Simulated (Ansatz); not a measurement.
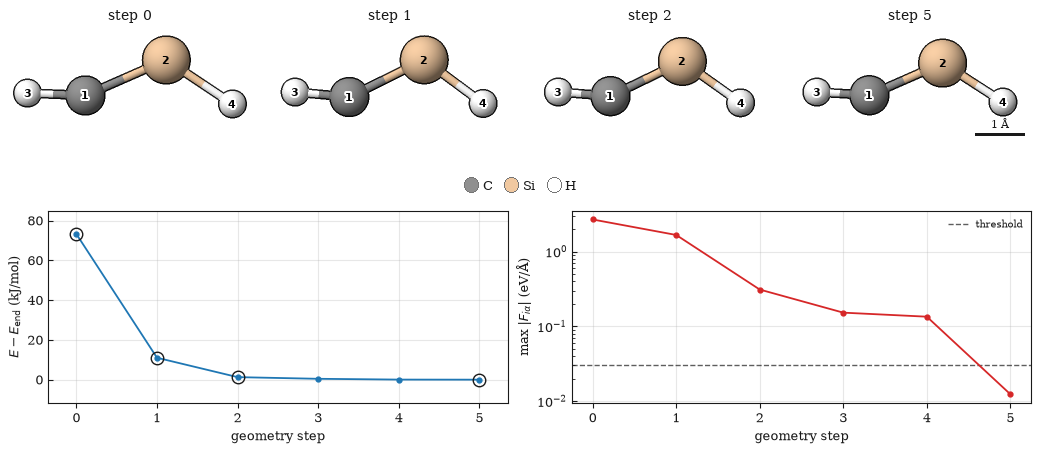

Frames of a relaxation of CH2Si, marked on the history of the run. A ball-and-stick model, seen face on.

It is one of the separated reactants of a reaction.

Method: RKS PBE-D4/def2-SVP in Ansatz 0.2.0.

The input:
```yaml
crystal:
  periodic: [false, false, false]
  atoms:
    - {symbol: C, position_ang: [-0.890555, 0.108400, -0.005832]}
    - {symbol: Si, position_ang: [0.849623, -0.338725, -0.368499]}
    - {symbol: H, position_ang: [-2.077553, 0.117289, -0.229125]}
    - {symbol: H, position_ang: [2.118486, 0.113036, 0.603456]}
basis:
  gaussian: {orbitals: def2-SVP}
hamiltonian: {xc: pbe, dispersion: d4}
relax: {f_tol: 0.03, max_steps: 250}
```

Command:
```bash
ansatz run in.yaml --threads 2 --pin off --events-out ev --progress --plain --max-ram 4352MiB
```

### Describe the path.

The atom that moves furthest after the best rigid fit is H4 (0.20 Å). By element the largest moves are H 0.20 Å, Si 0.10 Å, C 0.08 Å. Among the contacts that change: C1–Si2 1.833 → 1.659 Å, Si2–H4 1.661 → 1.501 Å, C1–H3 1.208 → 1.098 Å. The energy falls by 73.2 kJ/mol in 5 geometry steps. The largest force component goes from 2.7 to 0.012 eV/Å. Cost: 2.2 s on 2 threads of Arm Neoverse V2, on a shared host. From step 0 to 1: H4 moves most (0.19 Å), energy −62.2 kJ/mol. From step 1 to 2: H3 moves most (0.07 Å), energy −9.75 kJ/mol. From step 2 to 5: H4 moves most (0.05 Å), energy −1.27 kJ/mol.
